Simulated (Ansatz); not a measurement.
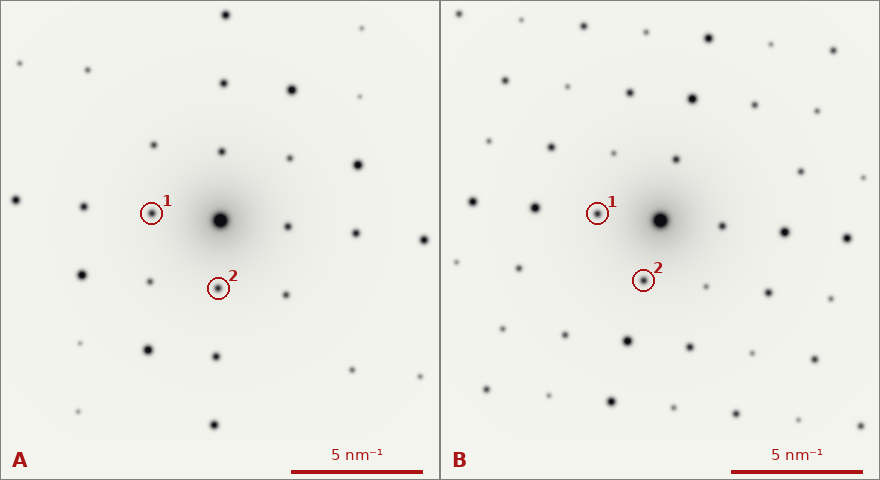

Kinematic electron diffraction patterns (120 kV, B = 0.5 Å², same scale) along [111] of the run's own cell, for the start and the end of one relaxation of Al2Rh3 with DFT, PAW plane waves, r2scan in Ansatz 0.2.0. k mesh 5×5×5. The start is a generated model structure, and the relaxation ends in the nearest stationary point of its symmetry, not necessarily the ground state. Spot 1 is -1 0 1 and spot 2 is 0 -1 1 in both.

Start structure:

```
CELL_PARAMETERS angstrom
2.60524 4.51241 0.00000
-2.60524 4.51241 0.00000
0.00000 -3.00827 4.74079
ATOMIC_POSITIONS crystal
Al 0.35216 0.35216 0.05648
Al 0.14784 0.14784 0.44352
Al 0.64784 0.64784 0.94352
Al 0.85216 0.85216 0.55648
Rh 0.55624 0.94376 0.75000
Rh 0.25000 0.55624 0.75000
Rh 0.94376 0.25000 0.75000
Rh 0.44376 0.05624 0.25000
Rh 0.75000 0.44376 0.25000
Rh 0.05624 0.75000 0.25000
```

Question: Which pattern belongs to the start structure, and which to the relaxed one?

Answer: A is the start: its cell gives d(1) = 3.810 Å, d(2) = 3.810 Å and an angle of 94.0°. B is the relaxed structure, with d(1) = 4.154 Å (+9.0 %), d(2) = 4.154 Å (+9.0 %) and 80.6°.

Question: Name reflections whose intensity changes strongly on relaxation.

Answer: 1 1 -2 fades out of sight; 1 -2 1 comes into sight; 1 2 -3 goes from 100 to 13 % of the strongest spot; 1 -1 0 goes from 16 to 3.3 % of the strongest spot; 0 2 -2 goes from 39 to 100 % of the strongest spot.

Question: What did the relaxation do to the structure and the energy?

Answer: The volume changed by +33.5 % to 14.88 Å³ an atom; with the mean shift removed, the atoms moved by up to 0.53 Å relative to the cell (Al most); the space group stayed R-3c (No. 167); the free energy fell by 1800 meV an atom. Relaxed cell: a = 6.423 Å, b = 6.423 Å, c = 5.577 Å, α = 125.16°, β = 125.16°, γ = 60.00°.
